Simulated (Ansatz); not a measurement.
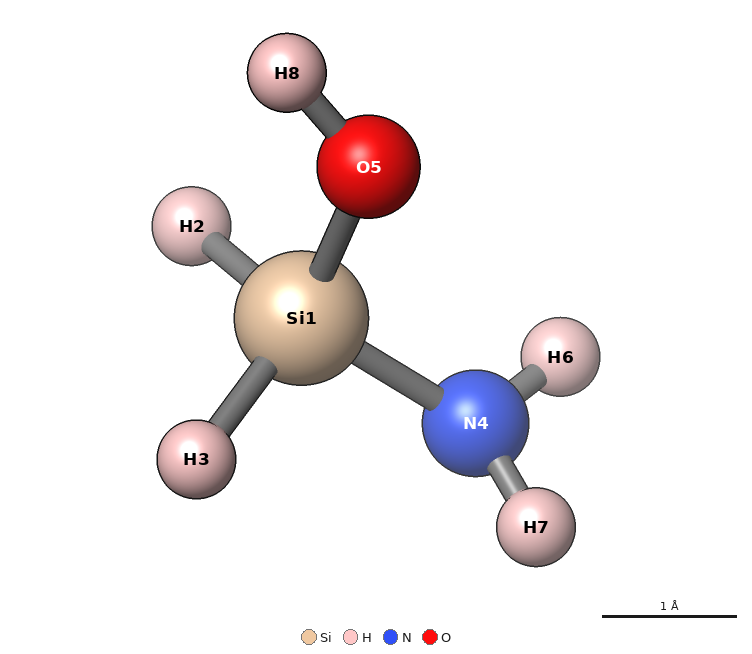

Orthographic view. Distant atoms are faded towards the background colour. Computed geometry: PBE0-D4/def2-TZVP optimisation.

List all interatomic distances (Å) as a matrix.

```
atom   Si1    H2    H3    N4    O5    H6    H7    H8
 Si1  0.00                                          
  H2  1.49  0.00                                    
  H3  1.49  2.45  0.00                              
  N4  1.70  2.61  2.55  0.00                        
  O5  1.65  2.54  2.58  2.78  0.00                  
  H6  2.39  2.95  3.49  1.01  3.17  0.00            
  H7  2.37  3.50  2.78  1.01  3.29  1.66  0.00      
  H8  2.26  2.70  3.04  3.63  0.96  3.98  4.21  0.00
```
